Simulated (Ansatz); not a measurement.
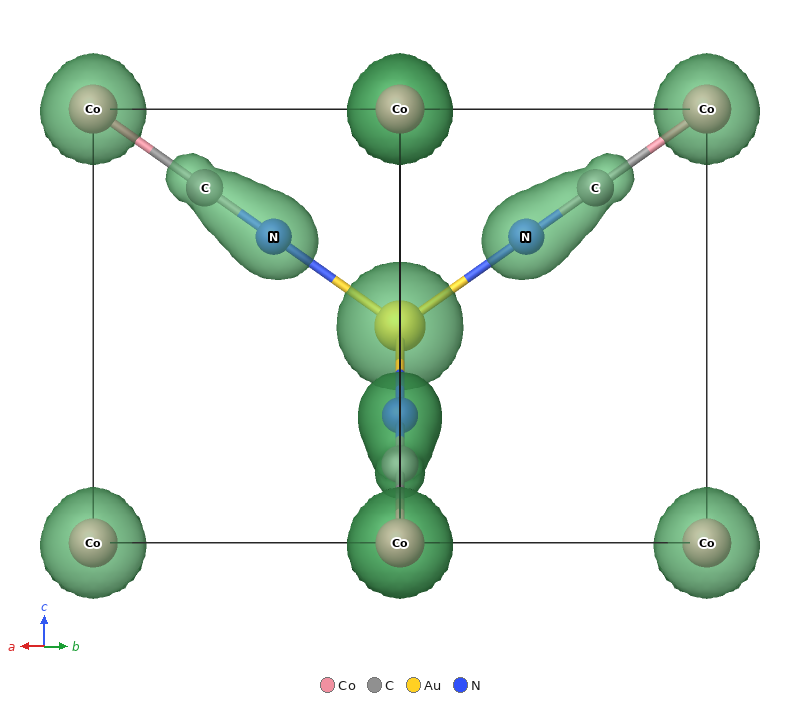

Figure. CoAuC₄N₄. Isosurface of the valence charge density (pseudo) at 1.5 e/Å³ (green), seen along [110]. Sticks mark near contacts.

Space group P-43m; a structure generated by program, which may or may not match a known phase; spin-polarised.

Theory: DFT PBE, scalar-relativistic, plane waves, PAW (Ansatz 0.2.0).

Core electrons are frozen (PAW), and the valence fields are smoothed inside the atomic spheres.

Input

```
crystal:
  lattice:
    - [5.9972057362, 0.0, 0.0]
    - [0.0, 5.9972057362, 0.0]
    - [0.0, 0.0, 5.9972057362]
  atoms:
    - { symbol: Co, position: [0.0, 0.0, 0.0], spin: 1.72 }
    - { symbol: C, position: [0.1815115156, 0.1815115156, 0.1815115156] }
    - { symbol: C, position: [0.1815115156, 0.8184884844, 0.8184884844] }
    - { symbol: C, position: [0.8184884844, 0.1815115156, 0.8184884844] }
    - { symbol: C, position: [0.8184884844, 0.8184884844, 0.1815115156] }
    - { symbol: Au, position: [0.5, 0.5, 0.5], spin: -0.2 }
    - { symbol: "N", position: [0.2943690821, 0.2943690821, 0.2943690821] }
    - { symbol: "N", position: [0.2943690821, 0.7056309179, 0.7056309179] }
    - { symbol: "N", position: [0.7056309179, 0.2943690821, 0.7056309179] }
    - { symbol: "N", position: [0.7056309179, 0.7056309179, 0.2943690821] }
basis:
  ecutwfc: 420
kpoints:
  mp_grid: { grid: [6, 6, 6] }
hamiltonian:
  xc: pbe
scf:
  occupations: { method: gaussian, width: 0.1 }
output:
  forces: true
  stress: true
  eigenvalues: true
  populations: true
  write_density: true
  write_potential: true
  elf: true
  volumetric_format: npy
magnetization:
  spin_polarized: true
relax:
  adjacent_minimum: "off"
  f_tol: 0.01
  max_steps: 80
  cell: { stress_tol: 0.05 }
```

Launched as:

```sh
ansatz run input.yaml --threads 1 --pin off --max-ram 2560MiB --backend cpu --events-out ev --progress --plain --runs-dir out
```

Below, planes, directions and counts refer to the conventional cell (a = 6.01 Å, b = 6.01 Å, c = 6.01 Å, α = 90.00°, β = 90.00°, γ = 90.00°).

The fields are those of the run's last geometry, not of the input's.

**What does this surface tell about the bonding?**

At this value the density breaks into separate islands; it holds about 55 % of the electrons treated as valence (semicore included). It bridges the sampled C–N (1.17 Å) contacts, where the density stays above the isovalue. It is pinched off along the sampled Co–C (1.89 Å) and Au–N (2.14 Å) contacts. On the grid the lowest density along these lines, outside the cores, is 3.3 e/Å³ (C–N, 1.17 Å), 0.89 e/Å³ (Co–C, 1.89 Å) and 0.67 e/Å³ (Au–N, 2.14 Å).
